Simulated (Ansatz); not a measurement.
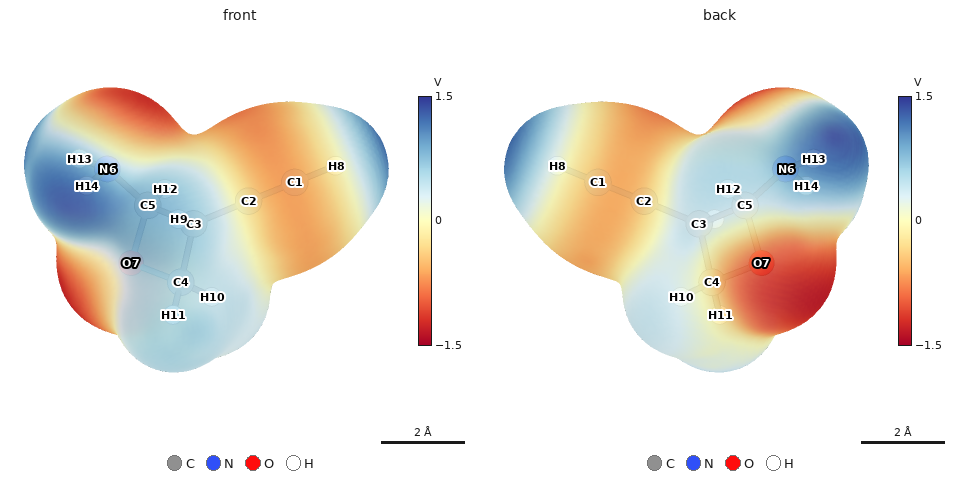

Figure 1: C₅H₇NO. The electrostatic potential painted on the density surface at 0.001 e/bohr³, seen from the front and from behind; the colour scale runs from red (negative) to blue (positive).

Geometry: r2SCAN-D4/def2-SVP.

These are results of isolated molecule in a Gaussian basis; Kohn-Sham density functional theory, functional PBE0 (Ansatz), not measurements.

```yaml
atoms:
  - { symbol: C, position_ang: [1.3656, 2.0433, 1.7388] }
  - { symbol: C, position_ang: [1.0927, 1.9202, 0.5606] }
  - { symbol: C, position_ang: [0.7418, 1.7495, -0.8318] }
  - { symbol: C, position_ang: [-0.7430, 1.6961, -1.2601] }
  - { symbol: C, position_ang: [0.8089, 0.3351, -1.4707] }
  - { symbol: N, position_ang: [1.8818, 0.0684, -2.3387] }
  - { symbol: O, position_ang: [-0.4990, 0.5544, -2.0884] }
  - { symbol: H, position_ang: [1.6140, 2.1562, 2.7777] }
  - { symbol: H, position_ang: [1.3095, 2.4553, -1.4637] }
  - { symbol: H, position_ang: [-1.4245, 1.4747, -0.4170] }
  - { symbol: H, position_ang: [-1.1297, 2.5591, -1.8279] }
  - { symbol: H, position_ang: [0.7430, -0.4703, -0.7151] }
  - { symbol: H, position_ang: [1.8541, -0.8838, -2.6990] }
  - { symbol: H, position_ang: [1.8836, 0.7111, -3.1307] }
```

Describe the electrostatic potential map.

Answer. The most negative region (about −1.3 V) lies over O7, the most positive (about +1.3 V) over H13 and H14. O7 is the likeliest acceptor of a hydrogen bond.

What dipole moment does the calculation give?

Answer. Its dipole moment is 0.49 D.
